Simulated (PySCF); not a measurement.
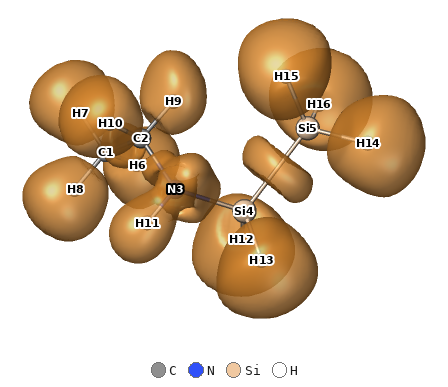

The picture shows: C2H11NSi2 (SMILES CCN[SiH2][SiH3]). Isosurface of the ELF at 0.75 (orange), seen at a tilt. Only the valence region is drawn (cores and ρ < 0.01 e/Å³ removed).

Geometry: GFN2-xTB.

These are results of wB97X-D/def2-SVPD, SCF density, gas phase (PySCF 2.14.0), not measurements.

```csv
atom,x (Å),y (Å),z (Å)
C,-2.2092,0.2283,-0.3637
C,-1.1545,0.2236,0.7419
N,-0.2724,-0.9168,0.6906
Si,1.0773,-1.0366,-0.3756
Si,2.3809,0.8454,-0.1154
H,-1.7274,0.2663,-1.3378
H,-2.8631,1.0904,-0.2598
H,-2.8135,-0.6755,-0.3117
H,-0.5410,1.1248,0.6599
H,-1.6524,0.2401,1.7191
H,-0.7764,-1.7709,0.8817
H,0.7088,-1.2440,-1.7965
H,1.6901,-2.2996,0.0539
H,3.8027,0.5075,-0.0020
H,2.0652,1.6627,1.0619
H,2.2774,1.7631,-1.2579
```

Identify the bonds, lone pairs and shells in this picture.

At this value the surface marks out one region between bonded C–C atoms (shared pairs), one region between bonded Si–Si atoms (shared pairs), ten regions around hydrogen nuclei and one joined region spread over several atoms (H, N), in which their bonds and any lone pairs are merged.

Values along the shortest contacts:
C–N (1.44 Å): the ELF peaks at about 0.95 between the atoms (localised, covalent bonding). C–C (1.53 Å): the ELF peaks at about 0.95 between the atoms: a shared electron pair.
